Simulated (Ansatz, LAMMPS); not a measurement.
# Gap against volume in glassy 53P2O5-24SrO-24Li2O (mol %) (83 atoms)

Density of this cell: 2.58 g/cm³. The cell holds 83 atoms: 18 P, 4 Sr, 8 Li and 53 O. Its edges and angles: a = 11.088 Å, b = 10.346 Å, c = 10.353 Å, α = 90.7°, β = 99.6°, γ = 85.9°. The starting structure: 83 atoms (18 P, 4 Sr, 8 Li, 53 O) placed at random at 2.74 g/cm³, melted at 4000 K for 10 ps at fixed volume with the Morse and Coulomb pair potential with partial charges (Pedone, Malavasi, Menziani, Cormack and Segre, J. Phys. Chem. B 110, 11780 (2006)). Quenched from 4000 K to 300 K at 20 K/ps and fixed volume, held 10 ps at zero pressure, then minimised at fixed cell.

Calculated with Ansatz 0.2.0: Kohn-Sham DFT, PBE, PAW (set soft_2), plane waves; cutoff 420 eV, Γ point, fixed occupations. The relaxed cell was scaled evenly and the atoms were relaxed at each volume. The gap is that between the highest filled and the lowest empty Kohn-Sham level on the run's k-points.

| volume (Å³/atom) | gap (eV) |
| --- | --- |
| 12.664 | 4.166 |
| 13.227 | 4.077 |
| 13.649 | ? |
| 14.071 | 4.111 |
| 14.493 | 4.112 |
| 14.915 | 4.057 |

**Question.** Fit a straight line in ln V to the rows given and interpolate to the withheld row.

**Working.**

A volume deformation potential makes the spacing linear in u = ln(V/V0), with V0 = 14.071 Å³ the relaxed volume; v is the spacing.

```
u = ln(V/V0)  v (eV)
   -0.105361  4.1657
  -0.0618756  4.0774
           0  4.1108
   0.0295591  4.1118
   0.0582692   4.057
```

With n = 5: mean u = -0.0158816, mean v = 4.10454, Σ(u − ū)² = 0.017937, Σ(u − ū)(v − v̄) = -0.0073201. Slope b = -0.0073201 / 0.017937 = -0.40809; intercept a = v̄ − b ū = 4.0981.

At the withheld volume u = -0.03046, and v = a + b u.

Prediction at 13.649: 4.110 eV. The run gave 4.141 eV, so the fit is low by 0.030 eV (0.73 % of the value).

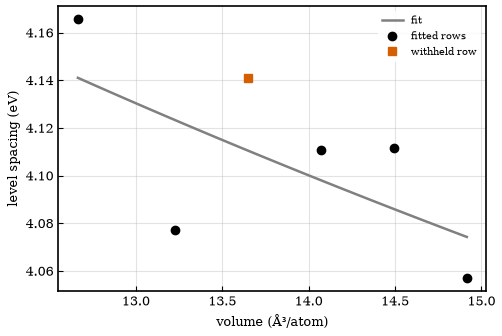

The fit, the rows that it rests on and the withheld row.

The rows follow a line only loosely (correlation 0.65 in size over all rows, under the 0.97 asked here), so the slope of -0.41 eV is a mean trend and no deformation potential. Among the rows given, the largest miss of the fit is at 13.227, by 0.046 eV (42 % of the range of the table).

Limits: The table spans 16 % in volume, wide for a linear law. Semilocal functionals tend to put gaps under measured ones. Only the Γ point is sampled. Defect or tail levels can set the spacing of a disordered cell.

[Logs are printed without paths, hosts, clocks, repeated set-up lines and the standing remarks that a program may print on its own settings, such as how far it seeks lower states.]

[Hosts, paths, dates, database ids (printed as entryN), source tags and the programs' standing remarks are cut or masked in the printed files.]
